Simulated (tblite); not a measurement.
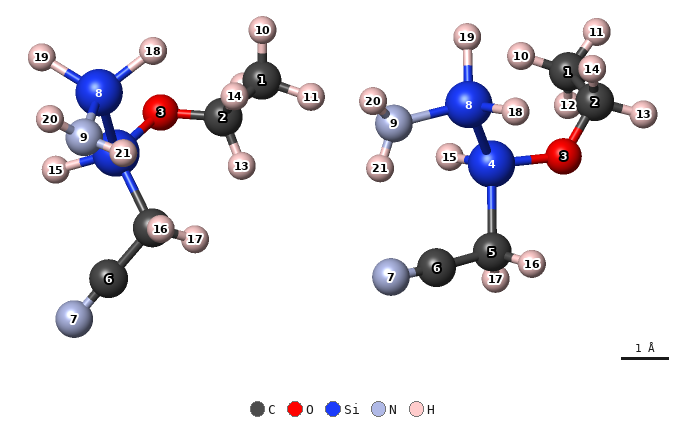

Two geometries of C4H12N2OSi2, drawn at one scale. One is the start of a relaxation, the other its converged end. Style: ball-and-stick. Shown from a free direction.

Theory: GFN2-xTB geometry optimisation, gas phase in tblite 0.8.0. 

Which of the two is the end point?

The right one is the relaxed one. Over 247 geometry steps the energy falls by 109.2 kJ/mol. H21 moves most after the best rigid fit: 2.32 Å. By element the largest moves are H 2.32 Å, N 1.95 Å, O 1.77 Å, C 0.94 Å, Si 0.77 Å. Among the contacts that change: O3–Si4 1.704 → 1.628 Å, Si4–Si8 2.234 → 2.303 Å, Si8–N9 1.780 → 1.716 Å, C5–C6 1.469 → 1.418 Å. Bond angles that change, for instance: O3–Si4–C5 113.6° → 98.5°, C2–O3–Si4 115.8° → 127.8°, O3–C2–H13 115.3° → 106.5°. Groups turn about O3–Si4 by about 140°, C2–O3 by about 120°, Si4–C5 by about 70°. The run took 4.3 s on 1 thread of Arm Neoverse N1, on a shared host.
